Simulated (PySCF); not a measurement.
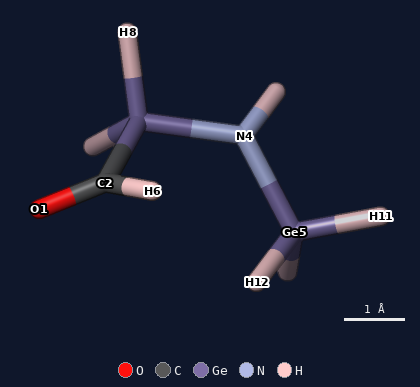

Fig. 1: The structure as given in the input (stick view, seen at a tilt; atoms are numbered from 1 in the order of the input). Sticks mark near contacts. Bond lengths as drawn: C–Ge 2.00 Å, C–H 1.12 Å, C–O 1.21 Å, Ge–H 1.48 to 1.52 Å, Ge–N 1.78 to 1.85 Å and H–N 1.03 Å.

**Run report: CH₇Ge₂NO, geometry relaxation**

CH₇Ge₂NO, SMILES O=[CH][GeH2][NH][GeH3], computed with PBE0-D3(BJ)/def2-SVP geometry optimisation, gas phase (PySCF 2.14.0).

It belongs to a series of runs on one base structure; here: H on Ge replaced by CHO.

## The input
```
{"job": {"xc": "PBE0", "basis": "def2-SVP", "d3": "d3bj", "grid": 1, "shake": 0.01, "kind": "geom"}, "charge": 0, "multiplicity": 1}
O      2.766790     1.091620    -0.962160
C      1.886460     0.815570    -0.184790
Ge     1.019980    -0.981990    -0.056900
N     -0.574340    -0.621210     0.651480
Ge    -1.828820     0.524540    -0.068570
H      1.496670     1.578340     0.535180
H      1.034290    -1.685510    -1.387860
H      1.706550    -1.897860     0.947310
H     -1.026500    -1.390720     1.173510
H     -2.497880    -0.008370    -1.282220
H     -2.859250     0.761820     1.017270
H     -1.084270     1.785500    -0.391290
```

The first line tells a small driver script what to run in PySCF; the rest is the geometry in Å.

Machine: 1 CPU thread, shared host.

Launched with:
```bash
OMP_NUM_THREADS=1 python <driver script> task.json out
```

## Output
```
step   0  E = -4324.90818707  max force = 0.035743
step   1  E = -4324.91251476  max force = 0.016365
step   2  E = -4324.91340203  max force = 0.004777
step   3  E = -4324.91351920  max force = 0.000892
step   4  E = -4324.91357251  max force = 0.001677
step   5  E = -4324.91361337  max force = 0.001808
step   6  E = -4324.91365282  max force = 0.002069
step   7  E = -4324.91370234  max force = 0.001615
step   8  E = -4324.91379643  max force = 0.000871
step   9  E = -4324.91383078  max force = 0.000829
step  10  E = -4324.91385579  max force = 0.000535
step  11  E = -4324.91387739  max force = 0.000390
step  12  E = -4324.91389424  max force = 0.000410
step  13  E = -4324.91390802  max force = 0.000305
optimisation converged
```

## Trajectory as extended XYZ (Å, eV, eV/Å), 14 frames, from step=0 to step=13
```
12
Properties=species:S:1:pos:R:3:forces:R:3 step=0 energy=-117686.74618
O     2.7668    1.0916   -0.9622   -0.3306  -0.0997   0.2877
C     1.8865    0.8156   -0.1848    0.5045  -0.0998  -0.4504
Ge    1.0200   -0.9820   -0.0569    1.0392   0.0685   0.0634
N    -0.5743   -0.6212    0.6515   -1.8380  -0.3280   0.7532
Ge   -1.8288    0.5245   -0.0686    0.4183  -0.1924   0.9020
H     1.4967    1.5783    0.5352   -0.0646   0.1692   0.1529
H     1.0343   -1.6855   -1.3879   -0.0382  -0.2127  -0.7254
H     1.7066   -1.8979    0.9473    0.3242  -0.1287   0.2408
H    -1.0265   -1.3907    1.1735    0.4490   0.5077  -0.3325
H    -2.4979   -0.0084   -1.2822   -0.4830  -0.4203  -0.9506
H    -2.8592    0.7618    1.0173   -0.3135   0.1013   0.2802
H    -1.0843    1.7855   -0.3913    0.3325   0.6349  -0.2211
12
Properties=species:S:1:pos:R:3:forces:R:3 step=1 energy=-117686.86394
O     2.6965    1.0673   -1.1683    0.1856   0.0244  -0.1397
C     1.9495    0.8313   -0.2618   -0.2926  -0.0183   0.1302
Ge    1.0520   -0.9513   -0.0491   -0.3731  -0.0039   0.1274
N    -0.6244   -0.6258    0.7077    0.8415  -0.1290  -0.3388
Ge   -1.9086    0.4731    0.0006   -0.1674   0.0813  -0.2164
H     1.7007    1.6205    0.5047    0.0377  -0.0383   0.0152
H     1.0188   -1.6361   -1.4482   -0.0365   0.1077   0.2178
H     1.8501   -1.8324    0.9514   -0.1391   0.1098  -0.1102
H    -0.9390   -1.3807    1.3035   -0.1814  -0.0990   0.1062
H    -2.6121   -0.1074   -1.2747    0.1582   0.1089   0.2864
H    -2.9672    0.7341    1.0966    0.0777  -0.0110  -0.0902
H    -1.1685    1.7795   -0.3869   -0.1105  -0.1327   0.0121
12
Properties=species:S:1:pos:R:3:forces:R:3 step=2 energy=-117686.88809
O     2.6791    1.0850   -1.1572    0.0313   0.0312  -0.0387
C     1.9243    0.8406   -0.2563   -0.0104  -0.0542   0.0657
Ge    1.0378   -0.9442   -0.0560   -0.1230   0.0366   0.0602
N    -0.6051   -0.6331    0.7178    0.2456  -0.0937  -0.0572
Ge   -1.8844    0.4657   -0.0054   -0.0974   0.0038  -0.0068
H     1.6958    1.6112    0.5338   -0.0131   0.0076  -0.0123
H     0.9754   -1.6104   -1.4464   -0.0062   0.0058  -0.0148
H     1.8326   -1.8300    0.9223    0.0269  -0.0006   0.0042
H    -0.9338   -1.3843    1.3186   -0.0705   0.0593  -0.0286
H    -2.5823   -0.1356   -1.2491    0.0152  -0.0073   0.0247
H    -2.9370    0.7519    1.0793   -0.0022   0.0156   0.0086
H    -1.1544    1.7555   -0.4258    0.0038  -0.0042  -0.0049
12
Properties=species:S:1:pos:R:3:forces:R:3 step=3 energy=-117686.89127
O     2.7086    1.0909   -1.1367   -0.0115  -0.0220   0.0039
C     1.9414    0.8360   -0.2481    0.0349   0.0283   0.0098
Ge    1.0451   -0.9438   -0.0624   -0.0055   0.0396  -0.0258
N    -0.5956   -0.6249    0.6937   -0.0082  -0.0458   0.0403
Ge   -1.9017    0.4637   -0.0044    0.0290   0.0073  -0.0057
H     1.7008    1.6036    0.5411   -0.0215   0.0025   0.0086
H     0.9900   -1.6066   -1.4535    0.0005  -0.0085  -0.0312
H     1.8312   -1.8308    0.9212    0.0191  -0.0119   0.0096
H    -0.9308   -1.3682    1.3000   -0.0242   0.0201   0.0017
H    -2.6223   -0.1564   -1.2207   -0.0245  -0.0287  -0.0222
H    -2.9284    0.7572    1.1026    0.0054   0.0022   0.0186
H    -1.1904    1.7515   -0.4572    0.0067   0.0170  -0.0077
12
Properties=species:S:1:pos:R:3:forces:R:3 step=4 energy=-117686.89272
O     2.7038    1.1029   -1.1228   -0.0095   0.0032   0.0389
C     1.9380    0.8417   -0.2346    0.0145   0.0067  -0.0441
Ge    1.0432   -0.9405   -0.0689    0.0575  -0.0068  -0.0043
N    -0.5916   -0.6281    0.6967   -0.0862   0.0129   0.0279
Ge   -1.8978    0.4575   -0.0085    0.0224  -0.0026   0.0064
H     1.6930    1.6023    0.5605   -0.0011   0.0025   0.0005
H     0.9834   -1.5897   -1.4678    0.0007   0.0065  -0.0076
H     1.8377   -1.8347    0.9035    0.0052  -0.0087  -0.0075
H    -0.9330   -1.3641    1.3079    0.0101  -0.0065   0.0035
H    -2.6334   -0.1849   -1.2049   -0.0217  -0.0135  -0.0144
H    -2.9102    0.7755    1.1057    0.0039   0.0049   0.0058
H    -1.1851    1.7343   -0.4914    0.0041   0.0013  -0.0051
12
Properties=species:S:1:pos:R:3:forces:R:3 step=5 energy=-117686.89384
O     2.7095    1.1342   -1.0921   -0.0156  -0.0359   0.0226
C     1.9364    0.8504   -0.2174    0.0156   0.0562  -0.0124
Ge    1.0433   -0.9356   -0.0792    0.0758  -0.0371   0.0000
N    -0.5883   -0.6323    0.6979   -0.0930   0.0543  -0.0146
Ge   -1.8981    0.4454   -0.0149    0.0061  -0.0133   0.0062
H     1.6817    1.5961    0.5891   -0.0141  -0.0055   0.0065
H     0.9793   -1.5638   -1.4887   -0.0074   0.0104   0.0128
H     1.8472   -1.8416    0.8761   -0.0119   0.0006  -0.0187
H    -0.9318   -1.3592    1.3185    0.0495  -0.0291  -0.0005
H    -2.6648   -0.2292   -1.1763   -0.0046   0.0090   0.0096
H    -2.8827    0.8060    1.1118   -0.0015   0.0061  -0.0085
H    -1.1839    1.7017   -0.5493    0.0010  -0.0159  -0.0030
12
Properties=species:S:1:pos:R:3:forces:R:3 step=6 energy=-117686.89491
O     2.7317    1.1718   -1.0264    0.0162   0.0354   0.0090
C     1.9383    0.8718   -0.1766   -0.0106  -0.0445  -0.0026
Ge    1.0519   -0.9223   -0.0989    0.0339  -0.0046   0.0394
N    -0.5816   -0.6370    0.6852   -0.1064   0.0551  -0.0497
Ge   -1.9097    0.4201   -0.0268    0.0161  -0.0301   0.0009
H     1.6605    1.5960    0.6426   -0.0010   0.0085  -0.0214
H     0.9894   -1.5110   -1.5263   -0.0093   0.0203   0.0318
H     1.8624   -1.8502    0.8300   -0.0295   0.0008  -0.0193
H    -0.9175   -1.3528    1.3224    0.0849  -0.0518  -0.0018
H    -2.7391   -0.3070   -1.1141    0.0184   0.0323   0.0353
H    -2.8359    0.8573    1.1229   -0.0105   0.0031  -0.0218
H    -1.2027    1.6353   -0.6583   -0.0023  -0.0246   0.0002
12
Properties=species:S:1:pos:R:3:forces:R:3 step=7 energy=-117686.89626
O     2.7526    1.2222   -0.9578    0.0256   0.0141  -0.0127
C     1.9392    0.8947   -0.1383   -0.0327  -0.0272   0.0155
Ge    1.0606   -0.9056   -0.1151    0.0174   0.0098   0.0483
N    -0.5762   -0.6456    0.6732   -0.0719   0.0331  -0.0646
Ge   -1.9192    0.3910   -0.0381    0.0029  -0.0178   0.0096
H     1.6294    1.5991    0.6869   -0.0012   0.0071  -0.0141
H     0.9992   -1.4562   -1.5570   -0.0092   0.0171   0.0234
H     1.8718   -1.8562    0.7887   -0.0248  -0.0027  -0.0109
H    -0.8935   -1.3585    1.3230    0.0830  -0.0444  -0.0066
H    -2.8005   -0.3760   -1.0543    0.0241   0.0267   0.0314
H    -2.7971    0.9021    1.1197   -0.0126   0.0029  -0.0225
H    -1.2185    1.5612   -0.7553   -0.0007  -0.0188   0.0032
12
Properties=species:S:1:pos:R:3:forces:R:3 step=8 energy=-117686.89882
O     2.7880    1.2907   -0.8505    0.0382   0.0115  -0.0345
C     1.9394    0.9367   -0.0795   -0.0431  -0.0335   0.0265
Ge    1.0787   -0.8713   -0.1352   -0.0341   0.0355   0.0448
N    -0.5694   -0.6629    0.6475    0.0227  -0.0436  -0.0348
Ge   -1.9390    0.3409   -0.0515   -0.0110   0.0134   0.0067
H     1.5767    1.6204    0.7416    0.0050   0.0136  -0.0100
H     1.0254   -1.3619   -1.5967    0.0004   0.0088  -0.0044
H     1.8822   -1.8583    0.7332   -0.0032  -0.0020   0.0038
H    -0.8403   -1.3828    1.3102    0.0143  -0.0043  -0.0042
H    -2.8866   -0.4755   -0.9606    0.0157  -0.0011   0.0089
H    -2.7530    0.9558    1.1028   -0.0018   0.0024  -0.0060
H    -1.2543    1.4404   -0.8856   -0.0030  -0.0007   0.0032
12
Properties=species:S:1:pos:R:3:forces:R:3 step=9 energy=-117686.89975
O     2.7903    1.2814   -0.8628    0.0152   0.0043  -0.0077
C     1.9407    0.9385   -0.0871   -0.0223  -0.0150   0.0069
Ge    1.0791   -0.8688   -0.1295   -0.0254   0.0260   0.0214
N    -0.5719   -0.6665    0.6461    0.0281  -0.0426  -0.0091
Ge   -1.9413    0.3410   -0.0470   -0.0048   0.0120   0.0044
H     1.5799    1.6335    0.7251    0.0059   0.0100  -0.0080
H     1.0311   -1.3638   -1.5894    0.0049   0.0038  -0.0105
H     1.8784   -1.8535    0.7452    0.0058   0.0001   0.0034
H    -0.8380   -1.3934    1.3031   -0.0096   0.0069  -0.0015
H    -2.8769   -0.4682   -0.9728    0.0008  -0.0091  -0.0015
H    -2.7676    0.9387    1.1073    0.0016   0.0004   0.0013
H    -1.2560    1.4535   -0.8626   -0.0002   0.0032   0.0010
12
Properties=species:S:1:pos:R:3:forces:R:3 step=10 energy=-117686.90043
O     2.7963    1.2856   -0.8557   -0.0039  -0.0009   0.0102
C     1.9382    0.9506   -0.0851    0.0026   0.0013  -0.0080
Ge    1.0826   -0.8588   -0.1278   -0.0042   0.0070  -0.0028
N    -0.5723   -0.6768    0.6405    0.0095  -0.0275   0.0072
Ge   -1.9467    0.3292   -0.0444    0.0036   0.0068   0.0018
H     1.5710    1.6543    0.7164    0.0018   0.0062  -0.0043
H     1.0450   -1.3458   -1.5911    0.0047  -0.0003  -0.0050
H     1.8831   -1.8436    0.7459    0.0116   0.0050  -0.0004
H    -0.8309   -1.4092    1.2942   -0.0200   0.0097   0.0021
H    -2.8822   -0.4835   -0.9663   -0.0074  -0.0086  -0.0059
H    -2.7708    0.9274    1.1111    0.0026  -0.0023   0.0054
H    -1.2655    1.4427   -0.8621   -0.0009   0.0037  -0.0004
12
Properties=species:S:1:pos:R:3:forces:R:3 step=11 energy=-117686.90102
O     2.8029    1.2990   -0.8396   -0.0156  -0.0052   0.0200
C     1.9322    0.9702   -0.0799    0.0184   0.0140  -0.0164
Ge    1.0892   -0.8447   -0.1281    0.0118  -0.0069  -0.0176
N    -0.5713   -0.6928    0.6317   -0.0068  -0.0080   0.0098
Ge   -1.9539    0.3096   -0.0422    0.0105   0.0011   0.0008
H     1.5519    1.6821    0.7079   -0.0037   0.0009  -0.0002
H     1.0667   -1.3193   -1.5962    0.0001  -0.0052   0.0022
H     1.8977   -1.8264    0.7418    0.0119   0.0082  -0.0027
H    -0.8221   -1.4295    1.2835   -0.0164   0.0075   0.0042
H    -2.8960   -0.5104   -0.9509   -0.0088  -0.0034  -0.0051
H    -2.7679    0.9134    1.1177    0.0010  -0.0045   0.0062
H    -1.2816    1.4211   -0.8701   -0.0025   0.0013  -0.0013
12
Properties=species:S:1:pos:R:3:forces:R:3 step=12 energy=-117686.90148
O     2.8068    1.3187   -0.8206   -0.0145  -0.0065   0.0161
C     1.9227    0.9919   -0.0756    0.0200   0.0172  -0.0127
Ge    1.0977   -0.8311   -0.1306    0.0169  -0.0104  -0.0211
N    -0.5684   -0.7100    0.6218   -0.0134   0.0058   0.0039
Ge   -1.9601    0.2879   -0.0399    0.0111  -0.0008   0.0030
H     1.5248    1.7090    0.6986   -0.0093  -0.0033   0.0018
H     1.0895   -1.2962   -1.6021   -0.0045  -0.0084   0.0068
H     1.9193   -1.8048    0.7360    0.0074   0.0080  -0.0025
H    -0.8121   -1.4488    1.2736   -0.0045   0.0034   0.0046
H    -2.9122   -0.5390   -0.9320   -0.0048   0.0015  -0.0020
H    -2.7605    0.8974    1.1269   -0.0014  -0.0051   0.0035
H    -1.2997    1.3971   -0.8806   -0.0029  -0.0015  -0.0014
12
Properties=species:S:1:pos:R:3:forces:R:3 step=13 energy=-117686.90185
O     2.8060    1.3400   -0.8067   -0.0053  -0.0049   0.0056
C     1.9102    1.0118   -0.0767    0.0103   0.0134  -0.0044
Ge    1.1068   -0.8209   -0.1342    0.0123  -0.0073  -0.0157
N    -0.5635   -0.7253    0.6127   -0.0107   0.0121  -0.0026
Ge   -1.9636    0.2692   -0.0359    0.0063  -0.0004   0.0057
H     1.4922    1.7316    0.6843   -0.0117  -0.0052   0.0016
H     1.1100   -1.2856   -1.6058   -0.0063  -0.0084   0.0074
H     1.9434   -1.7807    0.7334    0.0013   0.0042  -0.0010
H    -0.8012   -1.4650    1.2659    0.0076  -0.0001   0.0036
H    -2.9240   -0.5605   -0.9171    0.0009   0.0038   0.0009
H    -2.7531    0.8773    1.1393   -0.0030  -0.0041  -0.0002
H    -1.3154    1.3802   -0.8837   -0.0018  -0.0031  -0.0009
```

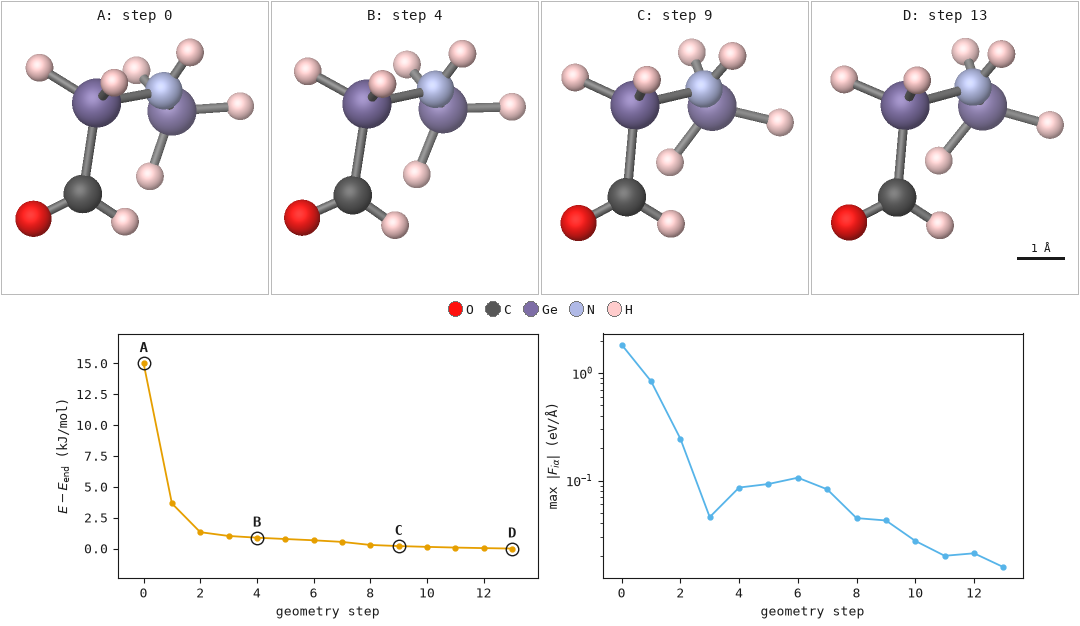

Fig. 2: Frames of the relaxation (ball-and-stick view, seen at a tilt) above the curves, on which the letters mark them (steps are counted from 0).

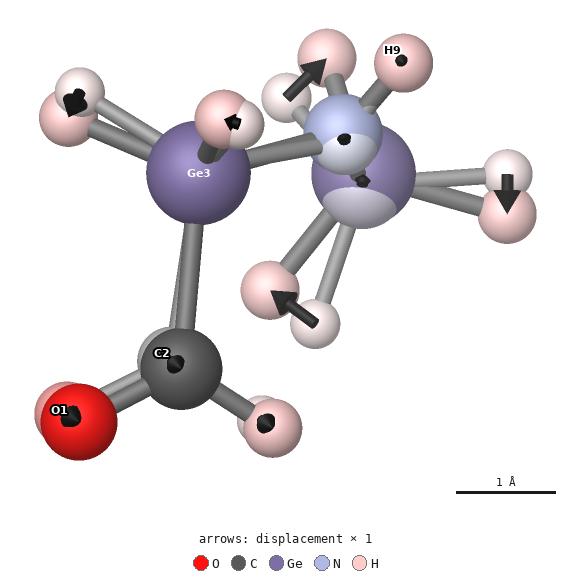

Fig. 3: Start (faint) and end (solid) with the displacements as black arrows, at true length (ball-and-stick view, seen at a tilt). The two geometries are laid on each other by the best rigid fit. The energy falls by 15.0 kJ/mol in 13 geometry steps. Largest force component: 1.8 eV/Å at the start, 0.016 eV/Å at the end. The atom that moves furthest after the best rigid fit is H12 (0.61 Å). By element the largest moves are H 0.61 Å, O 0.31 Å, C 0.21 Å, Ge 0.13 Å, N 0.11 Å. Among the contacts that change: Ge5–H10 1.485 → 1.545 Å, Ge3–N4 1.782 → 1.832 Å, Ge5–H12 1.500 → 1.541 Å, Ge3–H7 1.506 → 1.543 Å. Among the angles that change: Ge5–N4–H9 111.2° → 116.3°, C2–Ge3–N4 103.4° → 107.8°, C2–Ge3–H7 111.1° → 107.6°. (Atoms are counted from 1 in the order of the input.)

## Summary

```csv
quantity,value
outcome,converged
total energy,−4324.913908 hartree
dipole moment,2.78 D
point group,C1
wall time,2.7 min
peak memory,0.54 GiB
```
